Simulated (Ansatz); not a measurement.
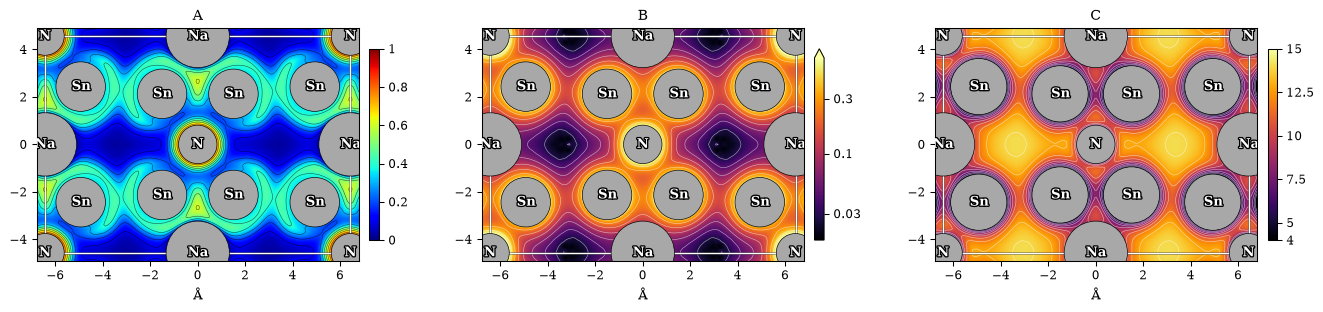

Na3Sn8N: 3 fields on the (110) plane of the conventional cell, with unlabelled colour scales. Grey discs cover the atomic cores.

Space group I4/mmm; built by placing these elements on a known structure type; not relaxed (largest force 0.6 eV/Å); computed pressure about 10 GPa in this cell.

Theory: DFT, PAW plane waves, PBE in Ansatz 0.2.0.

```yaml
crystal:
  lattice:
    - [6.45793, 0.00000, 0.00000]
    - [0.00000, 6.45793, 0.00000]
    - [0.00000, 0.00000, 12.87456]
  atoms:
    - { symbol: N, position: [0.00000, 0.00000, 0.00000] }
    - { symbol: N, position: [0.50000, 0.50000, 0.50000] }
    - { symbol: Na, position: [0.50000, 0.00000, 0.25000] }
    - { symbol: Na, position: [0.00000, 0.50000, 0.75000] }
    - { symbol: Na, position: [0.00000, 0.50000, 0.25000] }
    - { symbol: Na, position: [0.50000, 0.00000, 0.75000] }
    - { symbol: Na, position: [0.00000, 0.00000, 0.50000] }
    - { symbol: Na, position: [0.50000, 0.50000, 0.00000] }
    - { symbol: Sn, position: [0.23330, 0.23330, 0.11691] }
    - { symbol: Sn, position: [0.73330, 0.73330, 0.61691] }
    - { symbol: Sn, position: [0.76670, 0.23330, 0.11691] }
    - { symbol: Sn, position: [0.26670, 0.73330, 0.61691] }
    - { symbol: Sn, position: [0.26670, 0.26670, 0.61691] }
    - { symbol: Sn, position: [0.76670, 0.76670, 0.11691] }
    - { symbol: Sn, position: [0.23330, 0.76670, 0.11691] }
    - { symbol: Sn, position: [0.73330, 0.26670, 0.61691] }
    - { symbol: Sn, position: [0.73330, 0.26670, 0.38309] }
    - { symbol: Sn, position: [0.23330, 0.76670, 0.88309] }
    - { symbol: Sn, position: [0.26670, 0.26670, 0.38309] }
    - { symbol: Sn, position: [0.76670, 0.76670, 0.88309] }
    - { symbol: Sn, position: [0.26670, 0.73330, 0.38309] }
    - { symbol: Sn, position: [0.76670, 0.23330, 0.88309] }
    - { symbol: Sn, position: [0.23330, 0.23330, 0.88309] }
    - { symbol: Sn, position: [0.73330, 0.73330, 0.38309] }
```

Question: The panels show electron localisation function, electrostatic potential energy of an electron and valence pseudo-density in some order. Assign them.

Answer: Panel A: electron localisation function. Panel B: valence pseudo-density. Panel C: electrostatic potential energy of an electron (low next to the atoms, rising into the space between them). From the grid: Sn–N (2.61 Å): the density is about 0.26 e/Å³ at the midpoint; the ELF is about 0.20 at the midpoint: no localised pair shows between them. Na–Sn (2.86 Å): ρ at the midpoint is about 0.17 e/Å³; the ELF is about 0.40 at the midpoint.
